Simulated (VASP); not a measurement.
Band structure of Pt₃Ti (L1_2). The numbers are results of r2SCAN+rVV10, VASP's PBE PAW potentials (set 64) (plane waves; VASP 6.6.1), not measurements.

Unless said otherwise, spin-orbit coupling is left out, though it shifts the bands of the heavy elements here.

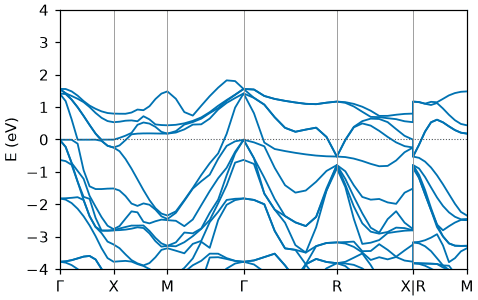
*Bands along high-symmetry lines, zero at the valence-band maximum or, without a gap, the Fermi level*

Task: Read the plot: is there a gap, and where are the band edges?

Result: It has no gap at this level: it comes out as a metal or semimetal.

The compound is Pt3Ti in the L1_2 structure. It was relaxed first.
